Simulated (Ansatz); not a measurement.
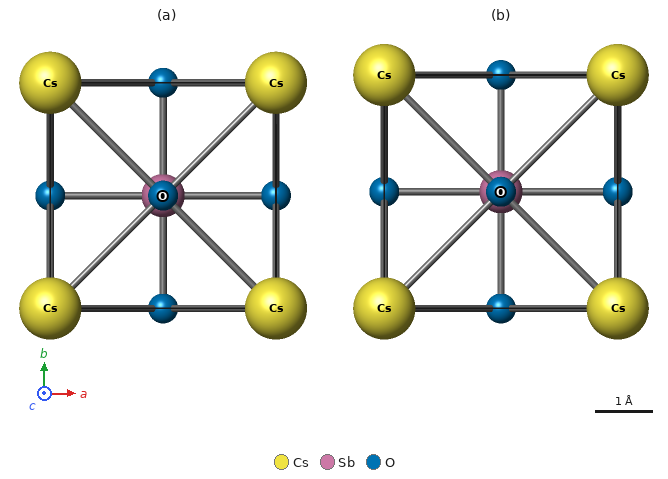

The structure of crystalline CsSbO3 (built on the cubic perovskite type) before (left) and after (right) a relaxation, at one scale.

The picture is a ball-and-stick view of the cell of the calculation, seen along the c axis.

The calculation used Ansatz, DFT, PBEsol, plane waves, PAW.

The input:
```yaml
crystal:
  lattice:
    - [3.99570742, 0.0, 0.0]
    - [0.0, 3.99570742, 0.0]
    - [0.0, 0.0, 3.99570742]
  atoms:
    - { symbol: Cs, position: [0.0, 0.0, 0.0] }
    - { symbol: Sb, position: [0.5, 0.5, 0.5] }
    - { symbol: O, position: [0.5, 0.5, 0.0] }
    - { symbol: O, position: [0.5, 0.0, 0.5] }
    - { symbol: O, position: [0.0, 0.5, 0.5] }
kpoints:
  mp_grid: { grid: [6, 6, 6] }
hamiltonian:
  xc: pbesol
scf:
  occupations: { method: fermi_dirac, width: 0.03 }
relax:
  f_tol: 0.01
  cell: {}
  max_steps: 120
```

Launched with:
```bash
ansatz run input.yaml --threads 2 --pin off --max-ram 2211MiB --backend cpu --events-out ev --progress --plain --runs-dir out
```

> Summarise the run.

The atoms keep their places relative to the cell (all moves are under 0.005 Å). Cell: a = b = c 3.996 → 4.133 Å (+3.4 %). Volume +10.7 %. Near-neighbour distances that change, for instance: Cs1–Sb2 3.460 → 3.579 Å, Cs1–O3 2.825 → 2.922 Å, Sb2–O3 1.998 → 2.066 Å. The space group stays Pm-3m (No. 221). The energy falls by 62.1 meV per atom in 5 accepted moves (7 points after the start). All forces vanish by symmetry, so only the cell relaxes. The pressure goes from 16.31 to 0.02 GPa. The SCF was repeated twice at an unchanged geometry on a basis and grid sized afresh for the cell, which shifted the energy by 7.9 meV per atom at most. The run took 8.4 s on 2 threads of Arm Neoverse V2, with other jobs on the host, peak memory 0.38 GiB.
